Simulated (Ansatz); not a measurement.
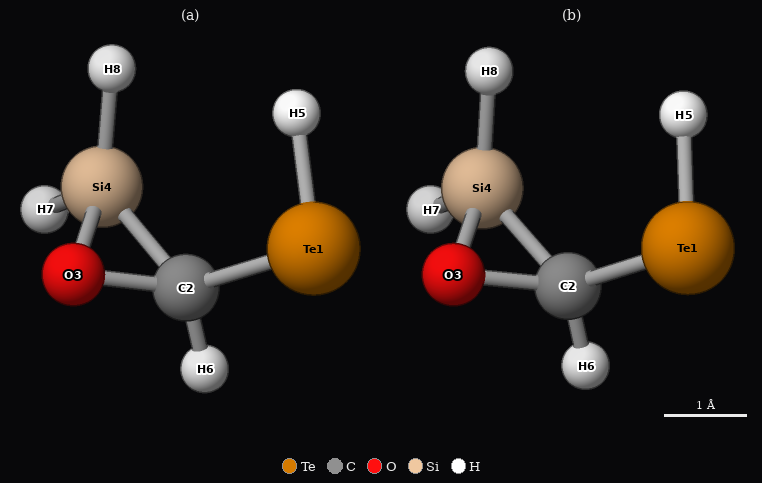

The structure of CH4OSiTe before (left) and after (right) a relaxation, at one scale.

A ball-and-stick model, seen from a free direction.

The start comes from PBE-D4/def2-SVP.

Computed with RKS PBE0-D4/def2-TZVP in Ansatz. Set-up: force threshold 0.005 eV/Å; at most 150 steps.

Q: Describe what moved and what it gained.

A: The energy falls by 8.02 kJ/mol in 10 accepted moves (11 points after the start). Largest force component: 0.96 eV/Å at the start, 0.0046 eV/Å at the end. The line search rejected the trial step at point 5 of the run. The largest move after the best rigid fit is that of H5, 0.11 Å. Largest moves by element: H 0.11 Å, Te 0.08 Å, Si 0.04 Å, O 0.03 Å, C 0.02 Å. Among the contacts that change: O3–Si4 1.723 → 1.665 Å, Te1–C2 2.184 → 2.126 Å, C2–Si4 1.834 → 1.802 Å, Te1–H5 1.683 → 1.659 Å.
